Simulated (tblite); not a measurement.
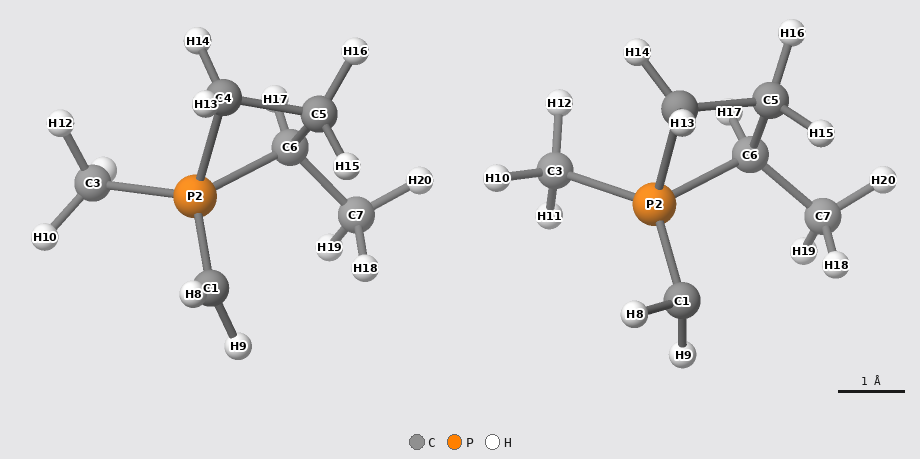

Two geometries of C6H13P, drawn at one scale. One is the start of a relaxation, the other its converged end. Style: ball-and-stick. Shown at a tilt.

Level of theory: GFN2-xTB geometry optimisation, gas phase (tblite 0.8.0). 

Question: Which of the two is the end point?

Answer: The right one is the relaxed one. The atom that moves furthest after the best rigid fit is H12 (1.08 Å). Largest moves by element: H 1.08 Å, C 0.29 Å, P 0.15 Å. Among the contacts that change: P2–C3 1.788 → 1.886 Å, C1–P2 1.610 → 1.706 Å, P2–C6 1.798 → 1.861 Å, C3–H12 1.121 → 1.087 Å. Among the angles between lasting bonds that change: C1–P2–C3 117.3° → 132.2°, P2–C1–H9 121.8° → 110.1°, C3–P2–C6 116.1° → 105.1°. Groups turn about P2–C3 by about 55°. Over 144 geometry steps the energy falls by 31.7 kcal/mol. The run took 1.6 s on 1 thread of Arm Neoverse N1 (shared host).
